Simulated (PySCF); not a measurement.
# NO (nitric oxide) at UM06-2X/def2-TZVPPD

What is the vertical ionisation energy of NO (nitric oxide) at UM06-2X/def2-TZVPPD? The job is set up through a Python script.

The results are computed with PySCF 2.14.0.

3 further runs of the same task are left out: 1 that didn't finish, 2 set aside as unsound or not needed. Runs told in other sessions of the task aren't counted.

## 1. The structure to begin with

NO: 2 atoms, total charge 0, spin state doublet. SMILES: `[N]=O`. The shape is that of a GFN2-xTB optimisation.

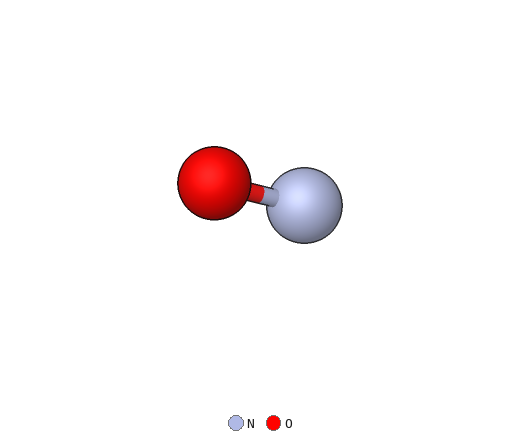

Viewed from a chosen angle; nitrogen light blue, oxygen red.

## 2. A single-point energy at UM06-2X/def2-TZVPPD

Contents of start.xyz:

```xyz
2

N     -0.490230     0.179450    -0.247330
O      0.490230    -0.179450     0.247330
```

Contents of run.py:

```python
from pyscf import gto, dft

molecule = gto.M(
    atom='start.xyz',
    max_memory=1860,
    basis='def2-tzvppd',
    charge=0,
    spin=1,
    verbose=3,
)

mf = dft.UKS(molecule)
mf.xc = 'm06-2x'
mf.grids.level = 5
mf.conv_tol = 1e-10
mf.kernel()
if not mf.converged:
    mf = mf.newton().run(mf.mo_coeff, mf.mo_occ)

energy = mf.e_tot
print(f'total energy: {energy:.8f} hartree')
```

Command:

```sh
OMP_NUM_THREADS=1 python run.py
```

What it wrote:

```text
WARN: HOMO -0.105348830501771 >= LUMO -0.10534883050177

converged SCF energy = -129.895076182324  <S^2> = 0.75459031  2S+1 = 2.0045851
total energy: -129.89507618 hartree
```

Run time: 11 s. Hardware: 1 thread of Intel Xeon Platinum 8375C at 2.90GHz (Ice Lake), shared host; peak memory 0.4 GiB.

## 3. The singlet cation, same level

Contents of calc.py:

```python
from pyscf import gto, dft

mol = gto.M(
    atom='N -0.490230 0.179450 -0.247330; O 0.490230 -0.179450 0.247330',
    max_memory=1860,
    charge=1,
    basis='def2-tzvppd',
    verbose=3,
)

mf = dft.RKS(mol, xc='m06-2x')
mf.grids.level = 5
mf.conv_tol = 1e-10
mf.kernel()
if not mf.converged:
    mf = mf.newton().run(mf.mo_coeff, mf.mo_occ)

energy = mf.e_tot
print('E(%s) = %.9f' % ('M06-2X', energy))
```

Command:

```sh
OMP_NUM_THREADS=1 python calc.py
```

What it wrote:

```text
converged SCF energy = -129.521152455521
E(M06-2X) = -129.521152456
```

It took 5.7 s on 1 thread of Intel Xeon Platinum 8375C at 2.90GHz (Ice Lake), shared host; peak memory 0.39 GiB.

## 4. What came out

At UM06-2X/def2-TZVPPD:

```
                                          quantity          value
                          doublet NO: total energy  -129.89508 Eh
                         doublet NO: dipole moment         0.07 D
    doublet NO: HOMO energy (highest over α and β)       -8.06 eV
     doublet NO: LUMO energy (lowest over α and β)       -1.43 eV
                                  doublet NO: ⟨S²⟩          0.755
                      singlet cation: total energy  -129.52115 Eh
                       singlet cation: HOMO energy      -26.98 eV
                       singlet cation: LUMO energy      -12.50 eV
                     singlet cation: HOMO–LUMO gap       14.48 eV
vertical ionisation energy (to the singlet cation)      10.175 eV
```

In words: The vertical ionisation energy comes to 10.17 eV (982 kJ/mol).
